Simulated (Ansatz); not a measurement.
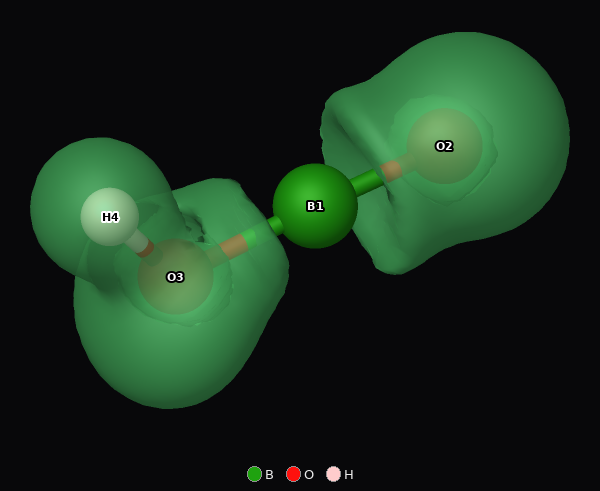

*BHO2 (SMILES O=BO). Isosurface of the electron localisation function at 0.75 (green), seen at a tilt. Only the valence region is drawn (cores and ρ < 0.01 e/Å³ removed).*

Geometry: BLYP-D3(BJ)/def2-SVP.

The calculation used isolated molecule in a Gaussian basis; Kohn-Sham density functional theory, functional PBE0 (Ansatz).

**Identify the bonds, lone pairs and shells in this picture.**

The ELF exceeds this value in one region on O in which the atom's valence shell and bonds are merged and one joined region spread over several atoms (H, O), in which their bonds and any lone pairs are merged.

Values along the shortest contacts:
B–O (1.22 Å): the ELF peaks at about 0.85 between the atoms, as expected for a polar covalent bond. O–H (0.98 Å): the ELF climbs to about 1 towards the hydrogen, as it does in any bond to H: a covalent bond by its length.
